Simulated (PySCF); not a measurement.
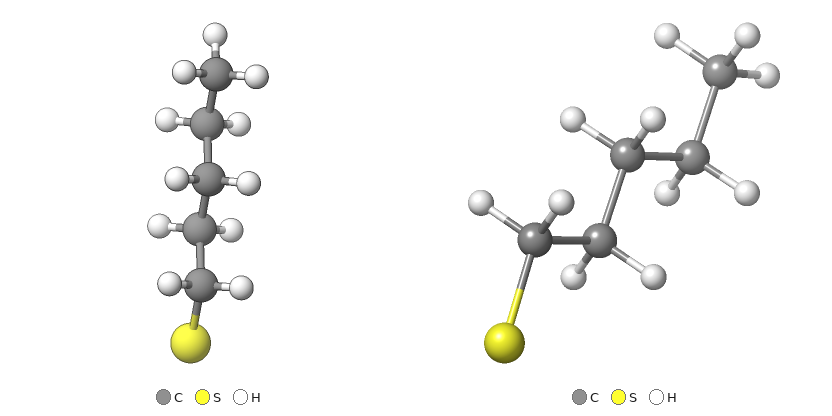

Both panels show the same species.

Charge −1, singlet. The geometry was computed by an optimisation with PBE0-D3(BJ)/def2-SVP. No frequency run is at hand to confirm it as a minimum.

Which formula does it have?

C5H11S(-), 17 atoms: 5 carbon, 11 hydrogen and 1 sulfur.

Give a SMILES string for it.

CCCCC[S-]

Give the symmetry (Schoenflies symbol).

Cs.

More results for the same structure follow; atom numbers are the same in all pictures, views and colours differ.

**Shape**

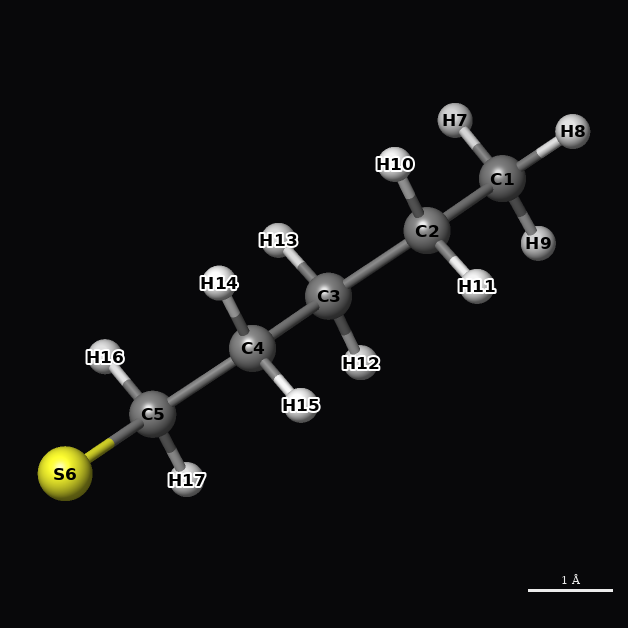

Atoms carry their numbers in the input. No frequency run is at hand to confirm it as a minimum.

What is the geometry at C3?

C3 has 4 neighbours (C2 at 1.52, C4 at 1.53, H12 at 1.11, H13 at 1.11 Å); the arrangement is tetrahedral.

How are the neighbours of atom 5 arranged?

C5 has 4 neighbours (C4 at 1.53, S6 at 1.81, H16 at 1.11, H17 at 1.11 Å); the arrangement is tetrahedral.

How are the neighbours of atom 1 arranged?

C1 has 4 neighbours (C2 at 1.52, H7 at 1.10, H8 at 1.10, H9 at 1.10 Å); the arrangement is tetrahedral.

Describe the coordination of atom 2.

C2 has 4 neighbours (C1 at 1.52, C3 at 1.52, H10 at 1.11, H11 at 1.11 Å); the arrangement is tetrahedral.

What is the dihedral angle C3–C4–C5–S6?

180° in size, that is anti.

**Electronic properties**

No frequency run is at hand to confirm it as a minimum. Level of theory: CAM-B3LYP/def2-SVPD, gas phase (PySCF 2.14.0).

What is the HOMO energy (Kohn–Sham orbital)?

−1.24 eV.

Give the mean static polarisability at this level.

106.3 bohr³.

**NMR shielding**

The questions are on isotropic NMR shieldings of the H atoms. No frequency run is at hand to confirm it as a minimum. Level of theory: GIAO PBE0/pcSseg-1 NMR shielding, non-relativistic, gas phase (PySCF 2.14.0).

Which H atom is the most shielded (lowest chemical shift)?

H7, H9 (30.61 ppm).

Which H atom is the least shielded (highest chemical shift)?

H16, H17 (28.73 ppm).

How wide is the range of H shifts?

1.88 ppm.

Give the isotropic NMR shieldings of the H atoms atom by atom.

```tsv
atom	σ (ppm)
H7	30.61
H8	30.42
H9	30.61
H10	30.23
H11	30.23
H12	30.33
H13	30.33
H14	29.99
H15	29.98
H16	28.73
H17	28.73
```

**Charges**

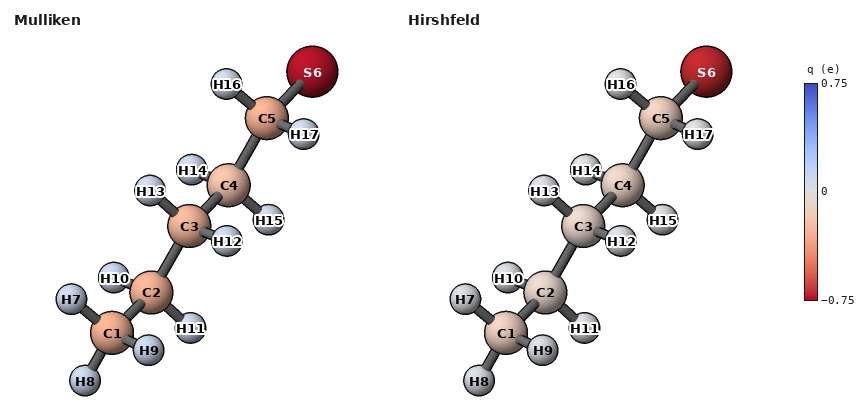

Atomic charges of one calculation by 2 schemes, on one colour scale. No frequency run is at hand to confirm it as a minimum. Method: PBE0/pcSseg-1 (PySCF 2.14.0).

Which scheme gives the most polar picture (largest mean size of the charges)?

The Mulliken charges are the largest in size here.

On which atom do the schemes disagree most?

On C2 (from −0.26 to −0.07 e).

List the charges (e), one line for each set of equivalent atoms.

```
    atom  Mulliken  Hirshfeld
      C1     −0.27      −0.12
      C2     −0.26      −0.07
      C3     −0.25      −0.07
      C4     −0.19      −0.09
      C5     −0.28      −0.12
      S6     −0.73      −0.70
  H7, H9      0.10       0.03
      H8      0.09       0.03
H10, H11      0.10       0.03
H12, H13      0.09       0.02
H14, H15      0.09       0.01
H16, H17      0.07      −0.01
```

Mulliken values depend strongly on the basis set and can even reverse the polarity of a bond.
